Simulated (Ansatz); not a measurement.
# K2LiScI6 (double perovskite (elpasolite)) (Fm-3m): the dielectric response by several routes

Wanted: ε∞ of K2LiScI6 (double perovskite (elpasolite)) (Fm-3m) from perturbation theory, a sum over states and the RPA step of G0W0, with cost.

Program: Ansatz 0.2.0. Level of theory: linear response on PBE, plane waves, PAW. Results are calculated unless marked as measured.

The structure was built from a prototype and need not be the compound's stable phase.

### Step 1. Set-up

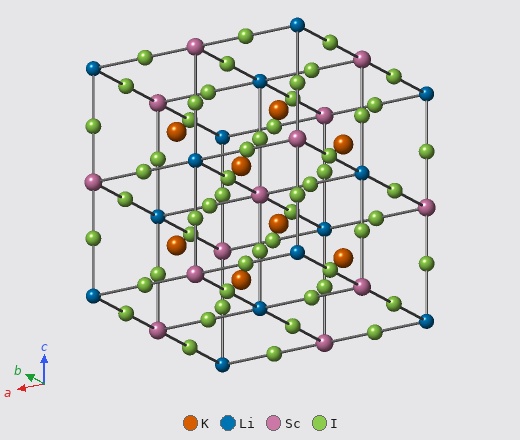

Start, viewed from a free direction; potassium orange, lithium blue, scandium pink, iodine green. This picture shows the conventional cell, with its axes. Some periodic images of atoms are drawn too.

The structure was relaxed with PBE. The structure type comes from a generator and need not be one that this composition takes. The runs that relaxed it are not among those shown. Spin-orbit coupling is left out unless a step names it. The default PAW set here is soft_2. Its files were made with PBE.

### Step 2. Response to a homogeneous field

The response to a uniform field gives ε∞, a yardstick for the screening that GW builds on its mesh.

This step: dielectric response by perturbation theory, PBE, plane waves, PAW.

input.yaml reads:

```yaml
crystal:
  lattice:
    - [0.0, 5.8553772128, 5.8553772128]
    - [5.8553772128, 0.0, 5.8553772128]
    - [5.8553772128, 5.8553772128, 0.0]
  atoms:
    - { symbol: K, position: [0.25, 0.25, 0.25] }
    - { symbol: K, position: [0.75, 0.75, 0.75] }
    - { symbol: Li, position: [0.0, 0.0, 0.0] }
    - { symbol: Sc, position: [0.5, 0.5, 0.5] }
    - { symbol: I, position: [0.2533847642, 0.7466152358, 0.7466152358] }
    - { symbol: I, position: [0.2533847642, 0.7466152358, 0.2533847642] }
    - { symbol: I, position: [0.7466152358, 0.2533847642, 0.7466152358] }
    - { symbol: I, position: [0.7466152358, 0.2533847642, 0.2533847642] }
    - { symbol: I, position: [0.7466152358, 0.7466152358, 0.2533847642] }
    - { symbol: I, position: [0.2533847642, 0.2533847642, 0.7466152358] }
kpoints:
  mp_grid: { grid: [4, 4, 4] }
hamiltonian:
  xc: pbe
scf:
  occupations: { method: fixed }
dielectric: {}
```

The run is started by

```bash
$ ansatz run input.yaml --threads 8 --pin off --max-ram 17510MiB --backend cpu --events-out ev --progress --plain --runs-dir out
```

Numbers of over 12 decimals in the logs are rounded to 6 here.

The program printed:

```text
Engine: ansatz 0.2.0, aarch64-unknown-linux-gnu
Pseudopotentials: kind: paw
Pseudopotential: K, paw, valence charge 9, recommended cutoff 420 eV (normal), K.paw.azcp
Pseudopotential: Li, paw, valence charge 3, recommended cutoff 420 eV (normal), Li.paw.azcp
Pseudopotential: Sc, paw, valence charge 11, recommended cutoff 420 eV (normal), Sc.paw.azcp
Pseudopotential: I, paw, valence charge 17, recommended cutoff 420 eV (normal), I.paw.azcp
Functional definition: PBE
  parameter kappa = 0.804
  parameter beta = 0.066725
  exchange = pbe_x(kappa = kappa, mu = beta*pi^2/3)
  correlation = pbe_c(beta = beta)
Crystal: 10 atoms, lattice volume = 401.508 Å³
Basis set: ecut = 420 eV, 7799 PW (Γ), exchange–correlation on 120×120×120 points (8 copies of the dense FFT grid, shifted against one another)
Bands: 81, of which v1, the nominal top of the filled ones, is band 67 counted from 1 (66 counted from 0)
Symmetry: 48 space group operations
k-points: 13 of 64 (irreducible under 8 space group operations, time reversal used)
Non-local potential: K, projectors of the file, l = 0: 3, l = 1: 2, l = 2: 2
Non-local potential: Li, projectors of the file, l = 0: 3, l = 1: 2, l = 2: 1
Non-local potential: Sc, projectors of the file, l = 0: 3, l = 1: 2, l = 2: 3, l = 3: 1
Non-local potential: I, projectors of the file, l = 0: 2, l = 1: 2, l = 2: 2, l = 3: 2
PAW form: soft (Blöchl's): semilocal exchange-correlation on the pseudo side does not see the compensation charge
PAW one-centre angular grid: K, 110 points (default); XC on 64 Gauss nodes
PAW one-centre angular grid: Li, 110 points (default); XC on 64 Gauss nodes
PAW one-centre angular grid: Sc, 590 points (default); XC on 64 Gauss nodes
PAW one-centre angular grid: I, 590 points (default); XC on 64 Gauss nodes
Initial density: superposition of atomic densities (neutral atoms: chi_scale 0, normalization atom), corrected by the library's trained network
Initial wavefunctions: pseudopotential atomic-orbital guess
Functional: x = pbe(κ = 0.804, μ = 0.219515), c = pbe(β = 0.066725)
SCF iter   1: F=—  HF=-50506.466094 eV  |F-HF|=—  |Δ(HF+E_count)|=         —  Δρ=8.73e-4  dr2=6.98e-3  ethr=1.77e-3  ⟨swp⟩=5.5  Hψ=3548  notcnv=0  defer=145
preconditioner: auto → Resta (q_TF=auto, 2.272 Å⁻¹)  ε∞=2.9  [insulator: Δε(μ)=2.043 eV  Ē_g=10.359 eV  n_scr=64 (ndim 8)  ℏωp=14.4 eV  f_vac=0.146  ε∞_Penn≈2.9]
SCF iter   2: F=—  HF=-50506.463860 eV  |F-HF|=—  |Δ(HF+E_count)|=   2.23e-3  Δρ=4.92e-4  dr2=1.76e-3  ethr=5.21e-6  ⟨swp⟩=3.0  Hψ=2128  notcnv=0  defer=149
SCF iter   3: F=—  HF=-50506.464000 eV  |F-HF|=—  |Δ(HF+E_count)|=   1.40e-4  Δρ=2.58e-4  dr2=5.22e-4  ethr=1.32e-6  ⟨swp⟩=3.0  Hψ=1772  notcnv=0  defer=149
SCF iter   4: F=—  HF=-50506.464125 eV  |F-HF|=—  |Δ(HF+E_count)|=   1.25e-4  Δρ=1.34e-4  dr2=1.60e-4  ethr=3.90e-7  ⟨swp⟩=2.0  Hψ=1852  notcnv=0  defer=149
SCF iter   5: F=—  HF=-50506.464129 eV  |F-HF|=—  |Δ(HF+E_count)|=   3.60e-6  Δρ=4.98e-5  dr2=1.87e-5  ethr=1.20e-7  ⟨swp⟩=2.0  Hψ=1410  notcnv=0  defer=147
SCF iter   6: F=—  HF=-50506.464129 eV  |F-HF|=—  |Δ(HF+E_count)|=   1.84e-7  Δρ=1.08e-5  dr2=6.91e-7  ethr=1.39e-8  ⟨swp⟩=2.6  Hψ=1723  notcnv=0  defer=119
SCF iter   7: F=—  HF=-50506.464349 eV  |F-HF|=—  |Δ(HF+E_count)|=   2.21e-4  Δρ=3.20e-6  dr2=5.88e-8  ethr=5.16e-10  ⟨swp⟩=2.0  Hψ=1806  notcnv=0  defer=112
SCF iter   8: F=—  HF=-50506.464349 eV  |F-HF|=—  |Δ(HF+E_count)|=   8.11e-8  Δρ=9.85e-7  dr2=4.57e-9  ethr=4.39e-11  ⟨swp⟩=2.0  Hψ=1783  notcnv=0  defer=112
SCF iter   9: F=—  HF=-50506.464349 eV  |F-HF|=—  |Δ(HF+E_count)|=   9.68e-9  Δρ=2.20e-7  dr2=2.36e-10  ethr=3.41e-12  ⟨swp⟩=2.0  Hψ=1793  notcnv=0  defer=112
SCF iter  10: F=-50506.464349 eV  HF=-50506.464349 eV  |F-HF|=7.28e-12  |Δ(HF+E_count)|=  4.73e-10  Δρ=4.61e-8  dr2=1.25e-11  ethr=1.00e-12  ⟨swp⟩=16.7  Hψ=5316  notcnv=0
SCF 1 converged in 10 iterations: F = -50506.464349 eV  dr2 = 1.25e-11
  greatest PAW one-centre occupation: 1.000 electrons in one spin orbital (limit 2), on the Li atom at site 2 (counted from 0), in its partial waves of l = 0
NSCF: frozen V_eff on 1 k-points
DFPT response loops at Γ: preconditioner auto → Resta (q_TF=auto, 2.272 Å⁻¹)  ε∞=5.4 (no band partly filled); β = 1.00, the filter's whole step (`scf.mixing.beta` (0.50) is not read by the response loops at its default; to damp them type it under 1.00, their step now; it binds the ground state too); Broyden in place of MSR1
── the response to a field inside a basis, on 6×6×6 k-points: an SCF that follows is theirs, and a resumed run solves both again ──
Bands: 68, of which v1, the nominal top of the filled ones, is band 67 counted from 1 (66 counted from 0)
k-points: 28 of 216 (irreducible under 12 space group operations)
Initial density: handed on by an earlier stage of this run
Initial wavefunctions: pseudopotential atomic-orbital guess (no wavefunctions were taken with the density)
Eigensolver: Dense (28 Hₖ)
SCF iter   1: F=—  HF=-50506.305533 eV  |F-HF|=—  |Δ(HF+E_count)|=         —  Δρ=3.78e-4  dr2=1.96e-4  ethr=1.00e-1
preconditioner: auto → Resta (q_TF=auto, 2.272 Å⁻¹)  ε∞=4.2  [insulator: Δε(μ)=2.097 eV  Ē_g=8.001 eV  n_scr=64 (ndim 8)  ℏωp=14.4 eV  f_vac=0.145  ε∞_Penn≈4.2]
SCF iter   2: F=—  HF=-50506.305369 eV  |F-HF|=—  |Δ(HF+E_count)|=   1.63e-4  Δρ=1.78e-4  dr2=5.36e-5  ethr=1.47e-7
SCF iter   3: F=—  HF=-50506.305352 eV  |F-HF|=—  |Δ(HF+E_count)|=   1.73e-5  Δρ=3.10e-5  dr2=3.73e-6  ethr=4.00e-8
SCF iter   4: F=—  HF=-50506.305354 eV  |F-HF|=—  |Δ(HF+E_count)|=   1.42e-6  Δρ=1.52e-5  dr2=2.16e-6  ethr=2.78e-9
SCF iter   5: F=-50506.305353 eV  HF=-50506.305353 eV  |F-HF|=1.43e-7  |Δ(HF+E_count)|=   1.87e-7  Δρ=4.58e-6  dr2=7.23e-8  ethr=1.61e-9
SCF 1 converged in 5 iterations: F = -50506.305353 eV  dr2 = 7.23e-8
DFPT response loops at Γ: preconditioner auto → Resta (q_TF=auto, 2.272 Å⁻¹)  ε∞=5.3 (no band partly filled); β = 1.00, the filter's whole step (`scf.mixing.beta` (0.50) is not read by the response loops at its default; to damp them type it under 1.00, their step now; it binds the ground state too); Broyden in place of MSR1
SCF converged after 10 iterations
Free energy (F): -50506.464349 eV
Harris-Foulkes:  -50506.464349 eV  (|F-HF|=7.28e-12)
Internal energy: -50506.464349 eV  (E = F + TS)
E sigma→0 (E₀):  -50506.464349 eV
Fermi energy:    3.768956 eV
--- Per-component energies (eV) ---
  E_band       = -2945.969052
  E_kinetic    = 1920.266904
  E_local      = -15878.110332  (includes V_loc(G=0)·N_el)
  E_nonlocal   = -469.881866
  E_hartree    = 7707.946156
  E_xc         = -1153.431159
  E_vxc        = -1243.819797  (∫ρ·V_xc dr)
  E_paw        = -31440.009489  (= ΣΔE_a)
  E_vpaw       = -2690.316091  (= ΣTr[D̂ρ^β])
  E_aug_tail   = -0.000058  (compensation charges beyond the density's cutoff)
  E_ewald      = -11193.244504
  E_smearing   = -0.000000  (= −TS)
  E_closure    = -0.000000  (closes the sum)
  Σ components = -50506.464349   (vs F -50506.464349, Δ=0.00e0)
--- Band table (eV; the first three rows and the last of 13) ---
  k-point 0: bands = [... 63 lower, 3.3763, 3.7690, 3.7690, 3.7690, 5.8393, 5.8393, 5.8393, 7.0729, ... 10 higher]
  k-point 1: bands = [... 63 lower, 3.3456, 3.5475, 3.5475, 3.6322, 5.8916, 5.9426, 5.9426, 7.1147, ... 10 higher]
  k-point 2: bands = [... 63 lower, 3.2731, 3.3792, 3.4000, 3.4000, 5.9162, 6.0206, 6.0206, 6.9530, ... 10 higher]
  k-point 12: bands = [... 63 lower, 2.8597, 3.0231, 3.3810, 3.3810, 6.0315, 6.0315, 6.2078, 6.6846, ... 10 higher]
--- Dielectric response (ions clamped): 3 representative field directions + reference, inside a basis on a mesh of 216 k-points (Σ response iterations 18) ---
  ε∞ (high-frequency dielectric tensor):
        4.093837    -0.000000     0.000000
       -0.000000     4.093837    -0.000000
        0.000000    -0.000000     4.093837
  Born effective charges Z* (e; rows j = field, columns β = displacement):
    site 0:
         1.37596    0.00000    0.00000
         0.00000    1.37596   -0.00000
        -0.00000    0.00000    1.37596
    site 1:
         1.37596    0.00000    0.00000
         0.00000    1.37596    0.00000
         0.00000    0.00000    1.37596
    site 2:
         1.71263    0.00000    0.00000
         0.00000    1.71263   -0.00000
        -0.00000   -0.00000    1.71263
    site 3:
         3.90147    0.00000   -0.00000
         0.00000    3.90147   -0.00000
         0.00000    0.00000    3.90147
    site 4:
        -2.53374   -0.00000    0.00000
         0.00000   -0.82464   -0.00000
        -0.00000    0.00000   -0.82464
    site 5:
        -0.82464    0.00000    0.00000
         0.00000   -2.53374    0.00000
         0.00000    0.00000   -0.82464
    site 6:
        -0.82464    0.00000    0.00000
         0.00000   -2.53374   -0.00000
        -0.00000    0.00000   -0.82464
    site 7:
        -2.53374   -0.00000   -0.00000
        -0.00000   -0.82464   -0.00000
         0.00000   -0.00000   -0.82464
    site 8:
        -0.82464    0.00000    0.00000
        -0.00000   -0.82464    0.00000
        -0.00000   -0.00000   -2.53374
    site 9:
        -0.82464    0.00000   -0.00000
        -0.00000   -0.82464    0.00000
         0.00000   -0.00000   -2.53374
  Z* charge neutrality: 3.386e-3 e pre-enforcement
  solved inside a basis spanned on kpoints, on 6×6×6 k-points, taken by the longest dipole's decay: ε∞ is read to err by 1.4e-2, Z* by 9.7e-2 e (field_mesh: kpoints solves on kpoints); Z* is corrected for what the basis lacks
```

Wall time 80 s (8 threads of Arm Neoverse V2, shared host); peak memory 2.8 GiB; 9.7 min of CPU time.

Numbers from this step:

```
stated error of ε∞ : 0.014
```

One over ε∞ averages 0.24, near the quarter of exact exchange in PBE0.

High-frequency dielectric tensor:

```
4.09 0.00 0.00
0.00 4.09 0.00
0.00 0.00 4.09
```

Born effective charge (e), principal values of the symmetric part by kind of site:

```tsv
atom	atoms with these values	low	middle	high	mean
K1	2	1.38	1.38	1.38	1.38
Li3	1	1.71	1.71	1.71	1.71
Sc4	1	3.90	3.90	3.90	3.90
I5	6	-2.53	-0.82	-0.82	-1.39
```

In full for K1:

```
1.38 0.00 0.00
0.00 1.38 0.00
0.00 0.00 1.38
```

### Step 3. Independent-particle spectrum

The independent-particle spectrum shows where the oscillator strength lies, before excitons and local fields.

This step: independent-particle optics on PBE, plane waves, PAW.

input.yaml, as its differences from that of step 2:

```diff
@@ -22,2 +22,4 @@
   occupations: { method: fixed }
-dielectric: {}
+  n_extra_bands: 275
+output:
+  optics: { e_range: [0, 25], de: 0.1, sigma: 0.2 }
```

The program printed:

```text
[...]
Crystal: 10 atoms, lattice volume = 401.508 Å³
Basis set: ecut = 420 eV, 7799 PW (Γ)
Bands: 342, of which v1, the nominal top of the filled ones, is band 67 counted from 1 (66 counted from 0)
[... 1 set-up line as in the run before ...]
[...]
k-points: 8 of 64
[...]
SCF iter   1: F=—  HF=-50506.467422 eV  |F-HF|=—  |Δ(HF+E_count)|=         —  Δρ=7.82e-4  dr2=6.17e-3  ethr=1.77e-3  ⟨swp⟩=4.0  Hψ=9376  notcnv=0  defer=2156
[...]
SCF iter  10: F=-50506.464390 eV  HF=-50506.464390 eV  |F-HF|=2.18e-11  |Δ(HF+E_count)|=  4.37e-11  Δρ=3.52e-8  dr2=5.50e-12  ethr=1.00e-12  ⟨swp⟩=17.6  Hψ=30940  notcnv=0
SCF 1 converged in 10 iterations: F = -50506.464390 eV  dr2 = 5.50e-12
[...]
Optics k sum: 0 of 8 k-points
Optics k sum: 1 of 8 k-points
[...]
Optics k sum: 8 of 8 k-points
NSCF: frozen V_eff on 1 k-points
SCF converged after 10 iterations
Free energy (F): -50506.464390 eV
[...]
Internal energy: -50506.464390 eV  (E = F + TS)
E sigma→0 (E₀):  -50506.464390 eV
Fermi energy:    3.768965 eV
[...]
--- Band table (eV; the first three rows and the last of 8) ---
  k-point 0: bands = [... 63 lower, 3.3763, 3.7690, 3.7690, 3.7690, 5.8393, 5.8393, 5.8393, 7.0730, ... 271 higher]
  k-point 1: bands = [... 63 lower, 3.3456, 3.5475, 3.5475, 3.6322, 5.8916, 5.9426, 5.9426, 7.1147, ... 271 higher]
  k-point 2: bands = [... 63 lower, 3.2731, 3.3792, 3.4000, 3.4000, 5.9162, 6.0206, 6.0206, 6.9530, ... 271 higher]
  k-point 7: bands = [... 63 lower, 2.8597, 3.0231, 3.3810, 3.3810, 6.0315, 6.0315, 6.2078, 6.6846, ... 271 higher]
```

Elapsed: 67 s, on 8 threads; peak memory 3.4 GiB.

Numbers from this step:

```yaml
eps_infinity_without_local_fields_xx_yy_zz: 4.708, 4.708, 4.708
electrons_in_the_f_sum_xx_yy_zz: 120.2, 120.2, 120.2
bands_in_the_explicit_sum_the_static_value_is_completed_to_all_bands: 342
```

The sum gives ε∞ = 4.71 without local fields.

The ε₂, xx=yy=zz has structure finer than the step of the table below, so its rows give means over 1 eV, whole bins alone (the curve runs from 0 to 25 eV). Peaks (eV: height): 2.7: 5.42, 3.6: 2.83, 6.5: 6.77.

Independent particles, no local fields, Gaussian width 0.2 eV. The ε₂, xx=yy=zz by photon energy; means over each step:

```tsv
photon energy (eV)	ε₂, xx=yy=zz
1	0
2	0.508
3	3.38
4	2.05
5	2.82
6	4.92
7	5.51
8	3.78
9	3.55
10	1.83
11	1.37
12	1.33
13	0.925
14	0.642
15	0.389
16	0.313
17	0.284
18	0.360
19	0.417
20	0.606
21	0.911
22	0.397
23	0.246
24	0.167
```

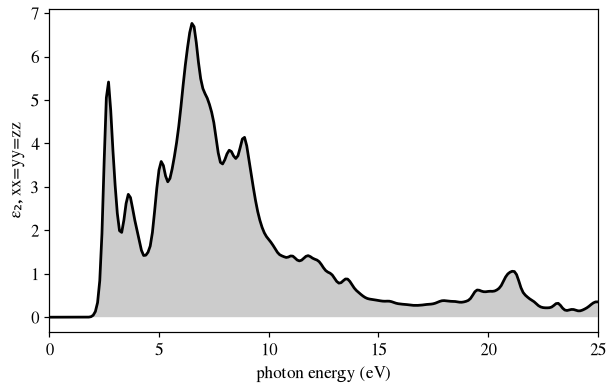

ε₂, xx=yy=zz, plotted against photon energy.

The loss function, xx=yy=zz has structure finer than the step of the table below, so its rows give means over 1 eV, whole bins alone (the curve runs from 0 to 25 eV). Peaks (eV: height): 14.5: 2.30, 22.1: 1.88, 23.3: 1.09.

Independent particles, no local fields, Gaussian width 0.2 eV. Table of loss function, xx=yy=zz by photon energy; means over each step:

```tsv
photon energy (eV)	loss function, xx=yy=zz
1	0
2	0.00728
3	0.111
4	0.107
5	0.0862
6	0.103
7	0.179
8	0.263
9	0.265
10	0.474
11	0.709
12	0.740
13	1.06
14	1.60
15	2.01
16	1.28
17	0.668
18	0.561
19	0.453
20	0.582
21	0.777
22	1.70
23	0.886
24	0.458
```

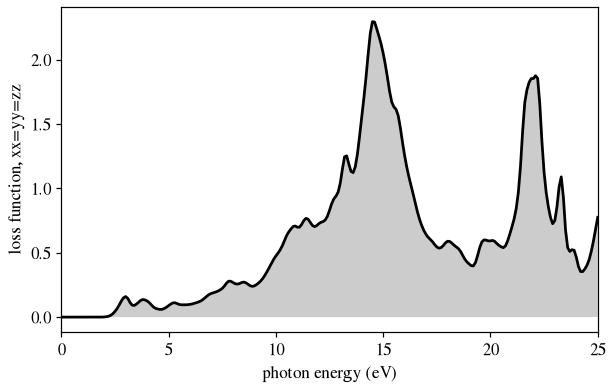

Loss function, xx=yy=zz, plotted against photon energy.

### Step 4. RPA screening from the G0W0 run

G0W0 replaces the xc potential by the self-energy, built once from these orbitals. Only a window of levels is corrected, while the sums run over the empty bands that the input names.

This step: G0W0 on PBE, plane waves, PAW.

input.yaml, as its differences from that of step 3:

```diff
@@ -17,3 +17,3 @@
 kpoints:
-  mp_grid: { grid: [4, 4, 4] }
+  mp_grid: { grid: [2, 2, 2] }
 hamiltonian:
@@ -22,4 +22,7 @@
   occupations: { method: fixed }
-  n_extra_bands: 275
-output:
-  optics: { e_range: [0, 25], de: 0.1, sigma: 0.2 }
+gw:
+  n_empty_bands: 1198
+  ecut_chi: 120.0
+  qp_bands: [v3, c3]
+  qp_kpoints: band_edges
+  screening: { model: contour_deformation }
```

The program printed:

```text
[...]
Crystal: 10 atoms, lattice volume = 401.508 Å³
Basis set: ecut = 420 eV, 7799 PW (Γ)
Bands: 81, of which v1, the nominal top of the filled ones, is band 67 counted from 1 (66 counted from 0)
[... 1 set-up line as in the run before ...]
[...]
k-points: 3 of 8
[...]
1    66      3.4116   -17.4211     1.7727   -14.5464  0.7565     2.2681     2.3096  root
[...]
2    67      3.7621   -17.6610     1.7906   -14.7635  0.7570     2.6157     2.6551  root
     2    68      5.8253    -9.3333    -6.4051   -16.8003  0.6902     6.9320     6.8872  root
     2    69      6.1926   -10.3142    -6.6915   -18.0752  0.6743     7.3142     7.2621  root
     2    70      6.1926   -10.3142    -6.6915   -18.0752  0.6743     7.3142     7.2621  root
[key lines of the parts left out:]
SCF converged after 7 iterations
Free energy (F): -50506.355384 eV
Fermi energy:    3.782114 eV
```

It took 3.7 min on 8 threads; peak memory 8.3 GiB.

This step gave:

| Item | Value |
| --- | --- |
| bands summed | 1265 |
| RPA ε∞ on this mesh (eigenvalues) | 4.286, 4.286, 4.286 |
| plane waves in the screening matrix | 1243 |
| G0W0 gap on the mesh | 4.201 eV |
| k of the valence top | 0, 0, 0 |
| k of the conduction bottom | 0, 0, 0 |
| starting gap on the mesh | 2.042 eV |
| least direct G0W0 gap on the computed points | 4.201 eV |

The gap on the mesh goes from 2.04 eV to 4.20 eV, a correction of +2.16 eV. Between the two edge states, bare exchange in place of the xc potential would open the gap by 10.29 eV, and correlation takes back 8.13 eV.

Mean over the mesh in bins of 0.25 1/Å. Static inverse dielectric function, diagonal against length of q+G:

```tsv
length of q+G (Å⁻¹)	static inverse dielectric function, diagonal
0.50	0.350
0.76	0.404
0.93	0.462
1.23	0.541
1.54	0.625
1.76	0.677
2.00	0.730
2.27	0.779
2.48	0.808
2.72	0.837
2.99	0.864
3.24	0.886
3.52	0.907
3.77	0.923
4.00	0.935
4.26	0.947
4.51	0.956
4.73	0.963
5.01	0.971
5.26	0.976
5.49	0.981
```

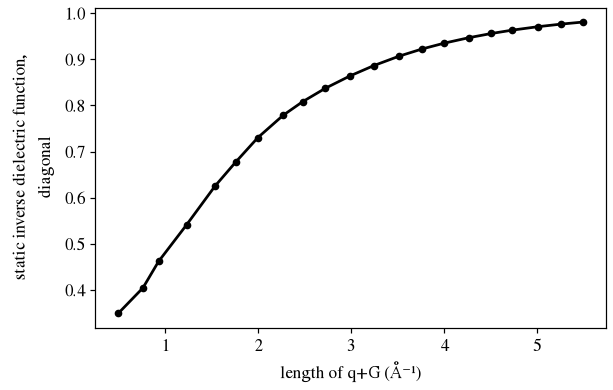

Static inverse dielectric function, diagonal, plotted against length of q+G.

### Step 5. The values together

Times are wall times on 8 threads of Arm Neoverse V2, shared host, good to a factor of about two.

```tsv
method	mesh	ε∞, low	middle	high	mean	time
perturbation theory (local fields and xc kernel)	4×4×4 (response on 216 points)	4.09	4.09	4.09	4.09	80 s
sum over states (no local fields)	4×4×4	4.71	4.71	4.71	4.71	67 s
RPA with local fields, on the GW mesh	2×2×2	4.29	4.29	4.29	4.29	3.7 min
```

### Step 6. What came out

| Quantity | Value |
| --- | --- |
| perturbation theory (local fields and xc kernel) | 4.09, 4.09, 4.09 |
| sum over states (no local fields) | 4.71, 4.71, 4.71 |
| RPA with local fields, on the GW mesh | 4.29, 4.29, 4.29 |

What this shows: Mean Born effective charge: K1 1.38, Li3 1.71, Sc4 3.90, I5 -1.39 e. Distinct peaks of the ε₂, xx=yy=zz stand at 2.7, 3.6 and 6.5 eV; the one at 6.5 eV is strongest. The most distinct maxima of the loss function, xx=yy=zz lie at 14.5, 22.1 and 23.3 eV, the highest at 14.5 eV. The sum without local fields gives 4.71 in the mean against 4.09 by perturbation theory; local fields lower ε∞ and the xc kernel gives part of it back, though the sum also carries the error of its own mesh. The RPA values on the 2×2×2 mesh average 1.05 times those of perturbation theory (means 4.29 and 4.09). Without the xc kernel RPA should lie a little lower; it lies higher here. Perturbation theory sums its response on a denser mesh of its own, so the coarser sum of the GW run is the likely cause. PBE usually puts the gap too low, which tends to raise ε∞. Ions are clamped, so the lattice part of the static constant is not in these numbers.

[Paths, hosts, dates, memory and timing lines, banners, echoed tables and standing remarks are left out of the program output.]

[Logs are printed without paths, hosts, clocks, repeated set-up lines and the standing remarks that a program may print on its own settings, such as how far it seeks lower states.]

[Runs of the session that timed out or met a known fault of the program may be left out.]

[Cells called generated may have been cut or substituted from an entry of the Crystallography Open Database or the Materials Project.]

[Hosts, paths, dates, database ids (printed as entryN), source tags and the programs' standing remarks are cut or masked in the printed files.]
